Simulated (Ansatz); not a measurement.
# Si2H5 (SMILES [SiH2][SiH3]): levels of theory compared

We compute a comparison of 6 runs (U-revPBE/STO-3G, UB3LYP/STO-3G, UPBE0/STO-3G, USVWN5/STO-3G, UCCSDT(Q)/STO-3G, UCCSD(T)/STO-3G) of Si2H5. 

Program for the calculation: Ansatz 0.2.0.

29 further runs of the same task are left out: 29 set aside as unsound or not needed.

### Step 1. The structure to begin with

Si2H5: 7 atoms, total charge 0, spin state doublet. As SMILES, `[SiH2][SiH3]`. The H4–Si1 distance was set to 2.233 Å, away from the relaxed value. At this shape a bond of the SMILES string is far longer than usual.

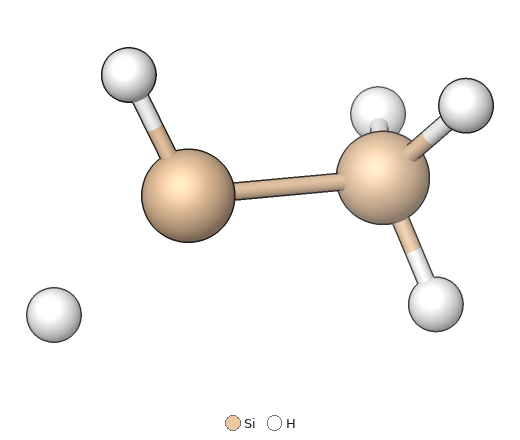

The structure, seen from a chosen angle (silicon light orange, hydrogen white).

### Step 2. A single-point energy at U-revPBE/STO-3G (run 1)

run.yaml reads:

```yaml
crystal:
  periodic: [false, false, false]
  atoms:
    - {symbol: Si, position_ang: [0.472385, -1.229503, 0.076144]}
    - {symbol: Si, position_ang: [1.039885, 1.020897, 0.205244]}
    - {symbol: H, position_ang: [0.679385, -1.992203, 1.337544]}
    - {symbol: H, position_ang: [-1.573600, -1.624600, -0.725600]}
    - {symbol: H, position_ang: [0.891985, 1.634497, -1.140756]}
    - {symbol: H, position_ang: [0.186185, 1.774797, 1.165844]}
    - {symbol: H, position_ang: [2.456885, 1.138497, 0.639444]}
basis:
  gaussian:
    orbitals: STO-3G
magnetization:
  spin_polarized: true
  initial_magnetization: 1
hamiltonian:
  xc: {name: revPBE}
accuracy: high
```

Command:

```
ansatz run run.yaml --threads 1 --pin off --max-ram 2610MiB --events-out events.jsonl --progress --plain --runs-dir runs
```

Output:

```text
Warning: RAYON_NUM_THREADS=1 ignored (pool sized by the plan → 1); use --threads N
Functional definition: revPBE
  name "revPBE"
  parameter kappa = 1.245
  parameter beta = 0.06672455060314922
  exchange = pbe_x(kappa = kappa, mu = beta*pi^2/3)
  correlation = pbe_c(beta = beta)
410 factors; integrals over basis functions are off by at most 7.8e-9 eV
mean field evaluation 1: about -15642.4412 eV, gradient 1.8e1 eV
mean field evaluation 2: about -15635.1497 eV, gradient 2.4e1 eV
mean field evaluation 4: about -15646.0033 eV, gradient 1.5e0 eV
mean field evaluation 8: about -15645.9212 eV, gradient 1.7e-1 eV
mean field evaluation 16: about -15645.9216 eV, gradient 4.4e-5 eV
mean field -15645.92164736 eV, -574.9770153539 hartree, gradient 3.0e-8 eV, S^2 0.751019; 0 other end points of the search recorded, 0 dependent functions left out
reference -15645.92165010 eV, -574.9770154546 hartree; 17, 16 occupied and 6, 7 virtual orbitals, 410 factors
Total energy: -15645.92165010 eV, -574.9770154546 hartree
```

Wall time 2.8 s (1 thread of Arm Neoverse V1, shared host); peak memory 0.15 GiB.

### Step 3. The energy at UB3LYP/STO-3G (run 2)

molecule.yaml reads:

```yaml
crystal:
  periodic: [false, false, false]
  atoms:
    - symbol: Si
      position_ang: [0.472385, -1.229503, 0.076144]
    - symbol: Si
      position_ang: [1.039885, 1.020897, 0.205244]
    - symbol: H
      position_ang: [0.679385, -1.992203, 1.337544]
    - symbol: H
      position_ang: [-1.573600, -1.624600, -0.725600]
    - symbol: H
      position_ang: [0.891985, 1.634497, -1.140756]
    - symbol: H
      position_ang: [0.186185, 1.774797, 1.165844]
    - symbol: H
      position_ang: [2.456885, 1.138497, 0.639444]
basis:
  gaussian: {orbitals: STO-3G}
magnetization: {spin_polarized: true, initial_magnetization: 1}
hamiltonian: {xc: {name: B3LYP}}
accuracy: high
```

Command:

```
ansatz run molecule.yaml --threads 1 --pin off --max-ram 2610MiB --events-out events.jsonl --progress --plain --runs-dir runs
```

Output:

```text
Warning: RAYON_NUM_THREADS=1 ignored (pool sized by the plan → 1); use --threads N
Functional definition: B3LYP
  name "B3LYP"
  parameter a0 = 0.2
  parameter ax = 0.72
  parameter ac = 0.81
  exchange = (1 - a0 - ax)*slater_x + ax*b88_x + a0*exact_x
  correlation = (1 - ac)*vwn_rpa_c + ac*lyp_c
410 factors; integrals over basis functions are off by at most 7.8e-9 eV
mean field evaluation 1: about -15646.3776 eV, gradient 1.6e1 eV
mean field evaluation 2: about -15642.7545 eV, gradient 2.1e1 eV
mean field evaluation 4: about -15649.4547 eV, gradient 7.9e-1 eV
mean field evaluation 8: about -15649.3822 eV, gradient 1.1e-1 eV
mean field evaluation 16: about -15649.3847 eV, gradient 7.2e-5 eV
mean field -15649.38466934 eV, -575.1042790645 hartree, gradient 5.4e-8 eV, S^2 0.769517; 2 other end points of the search recorded, 0 dependent functions left out
reference -15649.38470107 eV, -575.1042802304 hartree; 17, 16 occupied and 6, 7 virtual orbitals, 410 factors
Total energy: -15649.38470107 eV, -575.1042802304 hartree
```

Wall time 3.6 s (1 thread of Arm Neoverse V1, shared host); peak memory 0.15 GiB.

### Step 4. The energy at UPBE0/STO-3G (run 3)

molecule.yaml reads:

```yaml
crystal:
  periodic: [false, false, false]
  atoms:
    - {symbol: Si, position_ang: [0.472385, -1.229503, 0.076144]}
    - {symbol: Si, position_ang: [1.039885, 1.020897, 0.205244]}
    - {symbol: H, position_ang: [0.679385, -1.992203, 1.337544]}
    - {symbol: H, position_ang: [-1.573600, -1.624600, -0.725600]}
    - {symbol: H, position_ang: [0.891985, 1.634497, -1.140756]}
    - {symbol: H, position_ang: [0.186185, 1.774797, 1.165844]}
    - {symbol: H, position_ang: [2.456885, 1.138497, 0.639444]}
basis:
  gaussian:
    orbitals: STO-3G
magnetization:
  spin_polarized: true
  initial_magnetization: 1
hamiltonian:
  xc: pbe0
accuracy: high
```

Command:

```
ansatz run molecule.yaml --threads 1 --pin off --max-ram 2610MiB --events-out events.jsonl --progress --plain --runs-dir runs
```

Output:

```text
Warning: RAYON_NUM_THREADS=1 ignored (pool sized by the plan → 1); use --threads N
Functional definition: PBE0
  name "PBE0"
  parameter a = 0.25
  parameter kappa = 0.804
[... 1 set-up line as earlier in the session ...]
  exchange = (1 - a)*pbe_x(kappa = kappa, mu = beta*pi^2/3) + a*exact_x
[... 1 set-up line as earlier in the session ...]
410 factors; integrals over basis functions are off by at most 7.8e-9 eV
mean field evaluation 1: about -15639.7180 eV, gradient 1.5e1 eV
mean field evaluation 2: about -15637.3019 eV, gradient 1.9e1 eV
mean field evaluation 4: about -15642.3833 eV, gradient 7.2e-1 eV
mean field evaluation 8: about -15642.3104 eV, gradient 8.8e-2 eV
mean field evaluation 16: about -15642.3126 eV, gradient 6.7e-5 eV
mean field evaluation 32: about -15642.2651 eV, gradient 4.0e-1 eV
mean field -15642.31264167 eV, -574.8443868409 hartree, gradient 1.8e-8 eV, S^2 0.767594; 2 other end points of the search recorded, 0 dependent functions left out
reference -15642.31264332 eV, -574.8443869017 hartree; 17, 16 occupied and 6, 7 virtual orbitals, 410 factors
Total energy: -15642.31264332 eV, -574.8443869017 hartree
```

Wall time 3.6 s (1 thread of Arm Neoverse V1, shared host); peak memory 0.15 GiB.

Runs 4 to 5 aren't shown in full; the table further down has their settings and results.

### Step 5. A single-point energy at UCCSD(T)/STO-3G (run 6)

job.yaml reads:

```yaml
crystal:
  periodic: [false, false, false]
  atoms:
    - {symbol: Si, position_ang: [0.472385, -1.229503, 0.076144]}
    - {symbol: Si, position_ang: [1.039885, 1.020897, 0.205244]}
    - {symbol: H, position_ang: [0.679385, -1.992203, 1.337544]}
    - {symbol: H, position_ang: [-1.573600, -1.624600, -0.725600]}
    - {symbol: H, position_ang: [0.891985, 1.634497, -1.140756]}
    - {symbol: H, position_ang: [0.186185, 1.774797, 1.165844]}
    - {symbol: H, position_ang: [2.456885, 1.138497, 0.639444]}
basis:
  gaussian:
    orbitals: STO-3G
total_charge: 0
magnetization:
  spin_polarized: true
  initial_magnetization: 1
correlation:
  method: ccsd_t
  frozen_orbitals: {H: 0, Si: 5}
accuracy: high
scf:
  omitted_lower_state_checks: [cluster_reference, increment]
```

Command:

```
ansatz run job.yaml --threads 1 --pin off --max-ram 2610MiB --events-out events.jsonl --progress --plain --runs-dir runs
```

Output:

```text
Warning: RAYON_NUM_THREADS=1 ignored (pool sized by the plan → 1); use --threads N
[... 12 lines left out ...]
10 core orbitals not correlated: weight in the atoms' cores, before any rotation towards them, 1.000 or more for the frozen orbitals, at most 0.000 for the correlated occupied ones
[... 34 lines left out ...]
Total energy: -15621.02609721 eV, -574.0621207607 hartree
Checks for a lower state left out: cluster_reference, increment
```

Wall time 0.38 s (1 thread of Arm Neoverse V1, shared host).

### Step 6. The series

```
run             level  frozen core orbitals  energy (Eh)   ⟨S²⟩  wall time
  1   U-revPBE/STO-3G                     –  -574.977015  0.751      2.8 s
  2     UB3LYP/STO-3G                     –  -575.104280  0.770      3.6 s
  3      UPBE0/STO-3G                     –  -574.844387  0.768      3.6 s
  4     USVWN5/STO-3G                     –  -572.656098  0.751      1.6 s
  5  UCCSDT(Q)/STO-3G                    10  -574.063465  1.134      1.4 s
  6   UCCSD(T)/STO-3G                    10  -574.062121  1.134     0.38 s
```

### Step 7. What came out

| quantity | value |
| --- | --- |
| run 6: total energy | -574.06212 Eh |
| run 6: correlation energy (10 core orbitals frozen) | -127.4 mEh |
| run 6: (T) correction | -1.78 mEh |
| run 6: ⟨S²⟩ of the reference determinant | 1.134 |
| run 6: T1 diagnostic | 0.076 |

In words: Totals of different functionals can't be ranked against each other. In runs 1, 2, 3, 4, 5, 6 the basis is minimal, so the values are rough. Spin contamination of the reference: run 5 ⟨S²⟩ = 1.13, run 6 ⟨S²⟩ = 1.13. All runs together took 13 s, the longest 3.6 s.
